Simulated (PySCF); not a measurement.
## NMR shielding calculation, with input and output: C$_{3}$H$_{10}$O$_{3}$Si

- system: C$_{3}$H$_{10}$O$_{3}$Si, SMILES COCO[SiH2]OC
- method: GIAO PBE0/pcSseg-1 NMR shielding, non-relativistic, gas phase (PySCF 2.14.0)

The geometry comes from this level: GFN2-xTB. Figures and captions count atoms from 1; the log counts them from 0 in places.

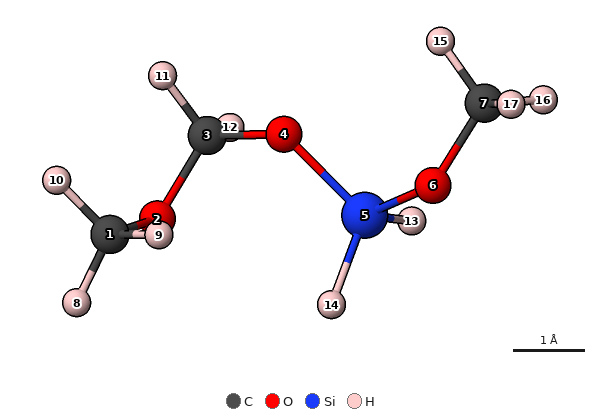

The input geometry (ball-and-stick view, seen at a tilt; atoms are numbered from 1 in the order of the input).

## Key numbers

- outcome: converged
- total energy: −634.986794 hartree
- HOMO: −8.03 eV
- LUMO: 1.24 eV
- dipole moment: 1.36 D
- isotropic shielding, C: 93.2 to 134.3 ppm
- isotropic shielding, O: 257.8 to 316.1 ppm
- isotropic shielding, Si: 384.0 ppm
- isotropic shielding, H: 26.3 to 28.6 ppm
- hardware: 1 CPU thread, shared host
- wall time: 41 s
- peak memory: 0.8 GiB

## The input
```
{"job": {"kind": "nmr", "xc": "PBE0", "basis": "pcSseg-1"}, "charge": 0, "multiplicity": 1}
C     -2.577460     0.384827     0.890649
O     -2.195696    -0.767010     0.162719
C     -1.394867    -0.491560    -0.934583
O     -0.134427    -0.029519    -0.601891
Si     0.883750    -0.724410     0.473295
O      2.158773     0.255179     0.592186
C      3.034241     0.725416    -0.391353
H     -3.157511     0.029572     1.739079
H     -1.702329     0.935320     1.245353
H     -3.193460     1.045374     0.269427
H     -1.854961     0.277207    -1.579000
H     -1.320516    -1.438807    -1.484097
H      1.211580    -2.067446    -0.012001
H      0.418443    -0.682252     1.848617
H      2.487029     1.129869    -1.244844
H      3.684661    -0.081597    -0.738112
H      3.645753     1.511869     0.053569
```

The first line tells a small driver script what to run in PySCF; the rest is the geometry in Å.

Launch command:
```bash
OMP_NUM_THREADS=1 python <driver script> task.json out
```

## Output
```
coarse grid: 14344 points
cycle   1  E = -634.7489742189  dE =  9.218e-01  |g| = 9.764e-01  |ddm| = 3.484e+00
cycle   2  E = -634.5463490483  dE =  2.026e-01  |g| = 1.441e+00  |ddm| = 1.752e+00
cycle   3  E = -634.9129357376  dE = -3.666e-01  |g| = 8.484e-02  |ddm| = 1.168e+00
cycle   4  E = -634.9138210034  dE = -8.853e-04  |g| = 5.056e-02  |ddm| = 8.484e-02
cycle   5  E = -634.9142435112  dE = -4.225e-04  |g| = 1.065e-02  |ddm| = 3.676e-02
cycle   6  E = -634.9142614865  dE = -1.798e-05  |g| = 2.269e-03  |ddm| = 7.137e-03
cycle   7  E = -634.9142626038  dE = -1.117e-06  |g| = 4.102e-04  |ddm| = 1.658e-03
final grid: 132896 points
cycle   8  E = -634.9867590958  dE = -2.150e-05  |g| = 1.414e-02  |ddm| = 1.967e-02
cycle   9  E = -634.9867289747  dE =  3.012e-05  |g| = 1.947e-02  |ddm| = 1.725e-02
cycle  10  E = -634.9867939265  dE = -6.495e-05  |g| = 1.273e-03  |ddm| = 1.072e-02
cycle  11  E = -634.9867942765  dE = -3.500e-07  |g| = 1.642e-04  |ddm| = 1.085e-03
cycle  12  E = -634.9867942799  dE = -3.390e-09  |g| = 1.044e-04  |ddm| = 1.880e-04
cycle  13  E = -634.9867942817  dE = -1.818e-09  |g| = 2.259e-05  |ddm| = 7.921e-05
cycle  14  E = -634.9867942818  dE = -8.845e-11  |g| = 4.923e-06  |ddm| = 2.000e-05
```

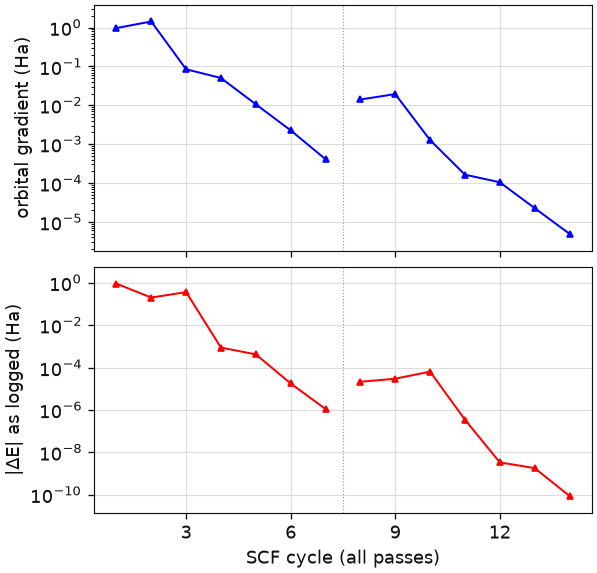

Convergence of the self-consistent field: orbital gradient and size of the energy change against the SCF cycle. The dotted line marks the change from a coarse to the final integration grid. The first 7 cycles use a coarse grid, the final grid takes over at cycle 8, and the field converges after 14 cycles in all.

```
converged SCF energy = -634.9867942818

GIAO shielding tensors (ppm)
atom      isotropic    diamagn.    paramagn.     s11        s22        s33       span
  0 C      129.913     246.303    -116.390     93.066    114.420    182.253     89.186
  1 O      267.527     396.271    -128.744    185.813    291.407    325.360    139.547
  2 C       93.215     240.251    -147.036     65.803     94.492    119.349     53.546
  3 O      257.797     402.060    -144.263    197.512    257.691    318.186    120.674
  4 Si     384.018     882.604    -498.586    366.171    375.216    410.667     44.497
  5 O      316.122     397.698     -81.575    248.523    325.192    374.651    126.127
  6 C      134.268     242.289    -108.021    106.535    111.452    184.816     78.281
  7 H       27.987      28.522      -0.535     24.311     25.763     33.886      9.575
  8 H       27.726      32.003      -4.277     23.085     27.688     32.404      9.319
  9 H       28.569      28.698      -0.129     24.873     26.322     34.511      9.638
 10 H       26.843      29.658      -2.816     21.957     26.896     31.675      9.718
 11 H       26.292      29.204      -2.912     21.396     26.709     30.771      9.376
 12 H       26.777      31.201      -4.424     23.495     25.026     31.808      8.313
 13 H       27.017      32.273      -5.256     22.730     26.426     31.896      9.165
 14 H       27.757      30.133      -2.376     22.916     26.738     33.618     10.702
 15 H       27.964      27.695       0.268     23.905     25.640     34.346     10.442
 16 H       27.748      27.401       0.347     23.546     25.534     34.163     10.617
```

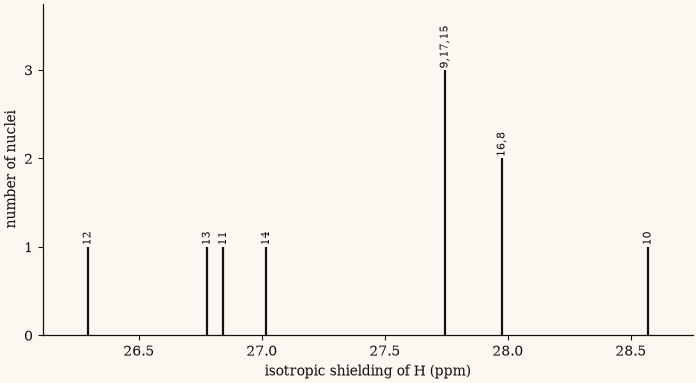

Isotropic shieldings of the hydrogen nuclei in this fixed geometry, labelled by atom number; shielding grows to the right, so chemical shift grows to the left. The least shielded is H12 (26.3 ppm), the most shielded H10 (28.6 ppm).
